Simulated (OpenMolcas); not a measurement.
CH7NOSi: single-point calculation (part 1 of 2)

The run: single-point calculation of CH7NOSi, SMILES OCN[SiH3]. Method and program: HF/ANO-RCC-MB, RHF, DKH2 (OpenMolcas 26.06).

The geometry comes from this level: PBE0-D4/def2-TZVP.

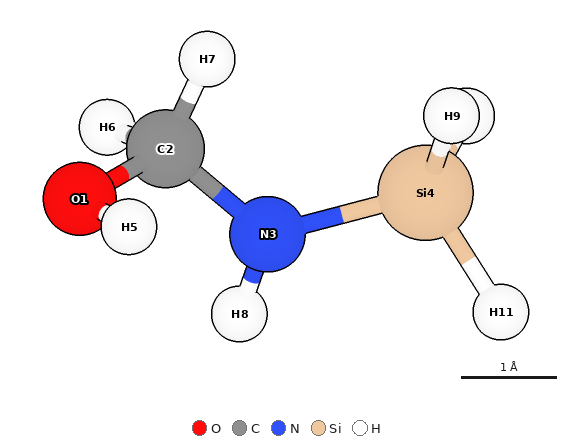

The input geometry (ball-and-stick view, seen at a tilt; atoms are numbered from 1 in the order of the input). Bond lengths as drawn: C–H 1.09 to 1.10 Å, C–N 1.43 Å, C–O 1.41 Å, H–N 1.01 Å, H–O 0.96 Å, H–Si 1.49 Å and N–Si 1.72 Å.

The input:
```
* CH7NOSi Hartree-Fock
&GATEWAY
Coord = coord.xyz
Basis = ANO-RCC-MB
Group = NoSym
&SEWARD
&SCF
PrOrbitals = 0
&LOCALISATION
Occupied
Freeze
Pipek-Mezey
&LOCALISATION
FileOrb = $Project.LocOrb
Virtual
Pipek-Mezey
```

File coord.xyz:
```
11

O     -1.208000     1.808500    -0.668400
C     -0.009800     1.197800    -0.260600
N      0.021500    -0.204300    -0.552200
Si     0.472500    -1.425900     0.571200
H     -1.930700     1.291100    -0.299300
H      0.776900     1.753100    -0.781300
H      0.150800     1.320600     0.820400
H      0.033200    -0.410500    -1.539700
H     -0.212700    -1.140500     1.860100
H      1.934400    -1.515500     0.858100
H      0.037100    -2.731600     0.012700
```

Run on 1 thread of Arm Neoverse V2, 24 GiB of memory available, shared host.

Run as:
```bash
export MOLCAS_MEM=1860
pymolcas step1.input > step1.log
```

What the program printed:
```
--- Start Module: gateway ---

                                              &GATEWAY

                       available to each process: 1.9 GB of memory, 1 thread

++    Symmetry information:
      ---------------------

                    Character Table for C1

                             E
                    a        1  x, y, xy, Rz, z, xz, Ry, yz, Rx, I
--

++    Basis set information:
      ----------------------

      Basis set label: O.ANO-RCC...2S1P.

      Electronic valence basis set:
      ------------------
      Associated Effective Charge   8.000000 au
      Associated Actual Charge      8.000000 au
      Nuclear Model: Point charge

      Shell  nPrim  nBasis  Cartesian Spherical Contaminant
         s      14       2        X
         p       9       1        X

      Basis set label: C.ANO-RCC...2S1P.

      Electronic valence basis set:
      ------------------
      Associated Effective Charge   6.000000 au
      Associated Actual Charge      6.000000 au
      Nuclear Model: Point charge

      Shell  nPrim  nBasis  Cartesian Spherical Contaminant
         s      14       2        X
         p       9       1        X

      Basis set label: N.ANO-RCC...2S1P.

      Electronic valence basis set:
      ------------------
      Associated Effective Charge   7.000000 au
      Associated Actual Charge      7.000000 au
      Nuclear Model: Point charge

      Shell  nPrim  nBasis  Cartesian Spherical Contaminant
         s      14       2        X
         p       9       1        X

      Basis set label: SI.ANO-RCC...3S2P.

      Electronic valence basis set:
      ------------------
      Associated Effective Charge  14.000000 au
      Associated Actual Charge     14.000000 au
      Nuclear Model: Point charge

      Shell  nPrim  nBasis  Cartesian Spherical Contaminant
         s      17       3        X
         p      12       2        X

      Basis set label: H.ANO-RCC...1S.

      Electronic valence basis set:
      ------------------
      Associated Effective Charge   1.000000 au
      Associated Actual Charge      1.000000 au
      Nuclear Model: Point charge

      Shell  nPrim  nBasis  Cartesian Spherical Contaminant
         s       8       1        X
--

++    Molecular structure info:
      -------------------------

                    ************************************************
                    **** Cartesian Coordinates / bohr, angstrom ****
                    ************************************************

     Center  Label                x              y              z                     x              y              z
        1      O1              -2.282789       3.417570      -1.263093             -1.208000       1.808500      -0.668400
        2      C2              -0.018519       2.263514      -0.492463             -0.009800       1.197800      -0.260600
        3      N3               0.040629      -0.386071      -1.043507              0.021500      -0.204300      -0.552200
        4      SI4              0.892896      -2.694560       1.079412              0.472500      -1.425900       0.571200
        5      H5              -3.648494       2.439825      -0.565595             -1.930700       1.291100      -0.299300
        6      H6               1.468128       3.312879      -1.476443              0.776900       1.753100      -0.781300
        7      H7               0.284971       2.495572       1.550331              0.150800       1.320600       0.820400
        8      H8               0.062739      -0.775733      -2.909611              0.033200      -0.410500      -1.539700
        9      H9              -0.401945      -2.155233       3.515080             -0.212700      -1.140500       1.860100
       10      H10              3.655486      -2.863880       1.621574              1.934400      -1.515500       0.858100
       11      H11              0.070109      -5.161976       0.024000              0.037100      -2.731600       0.012700

                    ***************************************
                    *    InterNuclear Distances / bohr    *
                    ***************************************

               1 O1            2 C2            3 N3            4 SI4           5 H5            6 H6
    1 O1       0.000000
    2 C2       2.655680        0.000000
    3 N3       4.462530        2.706926        0.000000
    4 SI4      7.275331        5.280527        3.249964        0.000000
    5 H5       1.818691        3.634990        4.671587        7.049269        0.000000
    6 H6       3.758438        2.068696        3.988410        6.553824        5.269885        0.000000
    7 H7       3.919034        2.078212        3.884787        5.246791        4.466811        3.351002
    8 H8       5.079007        3.884100        1.906481        4.503706        5.441275        4.554759
    9 H9       7.577904        5.977686        4.909838        2.810688        6.950291        7.636276
   10 H10      9.112685        6.652641        5.129267        2.820375        9.287687        7.248075
   11 H11      8.988956        7.443956        4.893844        2.806958        8.483102        8.719458

               7 H7            8 H8            9 H9           10 H10          11 H11
    7 H7       0.000000
    8 H8       5.535514        0.000000
    9 H9       5.095299        6.587534        0.000000
   10 H10      6.331602        6.148157        4.533243        0.000000
   11 H11      7.811139        5.276861        4.631520        4.548452        0.000000

                    *******************************************
                    *    InterNuclear Distances / angstrom    *
                    *******************************************

               1 O1            2 C2            3 N3            4 SI4           5 H5            6 H6
    1 O1       0.000000
    2 C2       1.405325        0.000000
    3 N3       2.361469        1.432444        0.000000
    4 SI4      3.849939        2.794335        1.719807        0.000000
    5 H5       0.962410        1.923554        2.472097        3.730312        0.000000
    6 H6       1.988880        1.094707        2.110576        3.468134        2.788703        0.000000
    7 H7       2.073863        1.099742        2.055741        2.776482        2.363734        1.773274
    8 H8       2.687695        2.055377        1.008866        2.383258        2.879399        2.410275
    9 H9       4.010054        3.163255        2.598175        1.487352        3.677936        4.040943
   10 H10      4.822225        3.520426        2.714291        1.492478        4.914832        3.835516
   11 H11      4.756751        3.939172        2.589711        1.485378        4.489064        4.614139

               7 H7            8 H8            9 H9           10 H10          11 H11
    7 H7       0.000000
    8 H8       2.929268        0.000000
    9 H9       2.696316        3.485973        0.000000
   10 H10      3.350539        3.253465        2.398889        0.000000
   11 H11      4.133477        2.792394        2.450895        2.406937        0.000000

                    **************************************
                    *    Valence Bond Angles / degree    *
                    **************************************
                          Atom centers                 Phi
                      2 C2       1 O1       5 H5       107.18
                      1 O1       2 C2       3 N3       112.64
                      1 O1       2 C2       6 H6       104.73
                      1 O1       2 C2       7 H7       111.18
                      3 N3       2 C2       6 H6       112.58
                      3 N3       2 C2       7 H7       107.83
                      6 H6       2 C2       7 H7       107.82
                      2 C2       3 N3       8 H8       113.55
                      9 H9       4 SI4     10 H10      107.23
                      9 H9       4 SI4     11 H11      111.07
                     10 H10      4 SI4     11 H11      107.86

           ***************************************************************
           *              Valence Dihedral Angles / degree               *
           ***************************************************************
                    Atom centers                       Phi1     Phi2     Theta
           5 H5       1 O1       2 C2       6 H6        107.18   104.73   174.46
           5 H5       1 O1       2 C2       7 H7        107.18   111.18   -69.36
           3 N3       2 C2       1 O1       5 H5        112.64   107.18    51.79
           1 O1       2 C2       3 N3       8 H8        112.64   113.55    66.37
           6 H6       2 C2       3 N3       8 H8        112.58   113.55   -51.78
           7 H7       2 C2       3 N3       8 H8        107.83   113.55  -170.59
--

            Nuclear Potential Energy            173.72816035 au

--- Stop Module: gateway /rc=_RC_ALL_IS_WELL_ ---

--- Start Module: seward ---

                                              &SEWARD

                       available to each process: 1.9 GB of memory, 1 thread

               SEWARD will generate:
                  Multipole Moment integrals up to order  2
                  Kinetic Energy integrals
                  Nuclear Attraction integrals (point charge)
                  One-Electron Hamiltonian integrals
                  Velocity integrals
                  Relativistic Douglas-Kroll-Hess integrals:
                    - Parametrization         : EXP
                    - DKH order of Hamiltonian: 2
                    - DKH order of Properties : 0
                         - multipole moment operators
                         - electric potential operators
                         - contact operators
                  Orbital angular momentum around ( -0.1257  -0.0220  -0.1136 )
                  Velocity quadrupole around ( -0.1257  -0.0220  -0.1136 )
                  Atomic mean-field integrals
                  Two-Electron Repulsion integrals

                   Integrals are discarded if absolute value <: 1.00E-14
                   Integral cutoff threshold is set to       <: 1.00E-16

            Nuclear Potential Energy            173.72816035 au

      Basis set specifications :
      Symmetry species         a
      Basis functions           31

--- Stop Module: seward /rc=_RC_ALL_IS_WELL_ ---
--- Module seward spent 1 second ---

--- Start Module: scf ---

                                                &SCF

                       available to each process: 1.9 GB of memory, 1 thread

++    Input section:
      --------------

      Header of the integral files:

      Cartesian coordinates in angstrom:
      -----------------------------------------------------
      No.  Label        X            Y            Z
      -----------------------------------------------------
       1   O1        -1.20800000   1.80850000  -0.66840000
       2   C2        -0.00980000   1.19780000  -0.26060000
       3   N3         0.02150000  -0.20430000  -0.55220000
       4   SI4        0.47250000  -1.42590000   0.57120000
       5   H5        -1.93070000   1.29110000  -0.29930000
       6   H6         0.77690000   1.75310000  -0.78130000
       7   H7         0.15080000   1.32060000   0.82040000
       8   H8         0.03320000  -0.41050000  -1.53970000
       9   H9        -0.21270000  -1.14050000   1.86010000
      10   H10        1.93440000  -1.51550000   0.85810000
      11   H11        0.03710000  -2.73160000   0.01270000
      -----------------------------------------------------
      Nuclear repulsion energy =  173.72816035
--

++    Orbital specifications:
      -----------------------

      Symmetry species               1
                                     a
      Frozen orbitals                0
      Occupied orbitals             21
      Secondary orbitals            10
      Deleted orbitals               0
      Total number of orbitals      31
      Number of basis functions     31
--

      Molecular charge                           0.000

++    Optimization specifications:
      ----------------------------

      SCF Algorithm: Conventional
      Minimized density differences are used
      Number of density matrices in core                 5
      Maximum number of NDDO SCF iterations            400
      Maximum number of HF SCF iterations              400
      Threshold for SCF energy change             1.00E-09
      Threshold for density matrix                1.00E-04
      Threshold for Fock matrix                   1.50E-04
      Threshold for linear dependence             1.00E-09
      Threshold at which DIIS is turned on        1.50E-01
      Maximum depth in the DIIS procedure                5
      Maximum depth in the BFGS Hessian update          30
      Threshold at which QNR/C2DIIS is turned on  7.50E-02
      Threshold for Norm(delta) (QNR/C2DIIS)      1.00E-03
      All orbitals punched on: SCFORB
--

      Input vectors read from INPORB
      Orbital file label: *Guess orbitals

++ Convergence information
                                   SCF        iterations: Energy and convergence statistics

Iter     Tot. SCF        One-elec.       Two-elec.     Energy      Max Dij or  Max Fij      DNorm      TNorm      AccCon     Time
         Energy          Energy          Energy        Change      Delta Norm                                                in Sec.
   1  -460.374933622  -976.196652262   342.093558295   0.00E+00    1.48E-01*   9.52E-02*    8.70E+00   9.33E+01   None         0.
   2  -460.582614805  -977.484737610   343.173962461  -2.08E-01*   5.28E-02*   3.51E-02*    1.53E+00   9.35E+01   EDIIS        0.
   3  -460.594495822  -977.894399292   343.571743125  -1.19E-02*   1.20E-02*   8.08E-03*    3.47E-01   9.36E+01   c2DIIS       0.
   4  -460.595554014  -977.770290274   343.446575915  -1.06E-03*   7.32E-03*   3.77E-03*    7.66E-02   9.36E+01   QNRc2DIIS    0.
   5  -460.595667827  -977.831233539   343.507405367  -1.14E-04*   2.44E-03*   9.77E-04*    2.22E-02   9.36E+01   QNRc2DIIS    0.
   6  -460.595685009  -977.814738670   343.490893316  -1.72E-05*   5.85E-04    1.24E-04     3.13E-03   9.36E+01   QNRc2DIIS    0.
   7  -460.595685566  -977.813856393   343.490010481  -5.57E-07*   1.02E-04    3.00E-05     4.74E-04   9.36E+01   QNRc2DIIS    0.
   8  -460.595685588  -977.813671432   343.489825498  -2.20E-08*   3.71E-05    1.14E-05     9.41E-05   9.36E+01   QNRc2DIIS    0.
   9  -460.595685591  -977.813779736   343.489933801  -2.26E-09*   6.12E-06    1.47E-06     2.81E-05   9.36E+01   QNRc2DIIS    0.
  10  -460.595685591  -977.813787162   343.489941227  -6.82E-11    2.27E-06    4.70E-07     4.81E-04   9.36E+01   QNRc2DIIS    0.

       Convergence after  10 Iterations
--
```
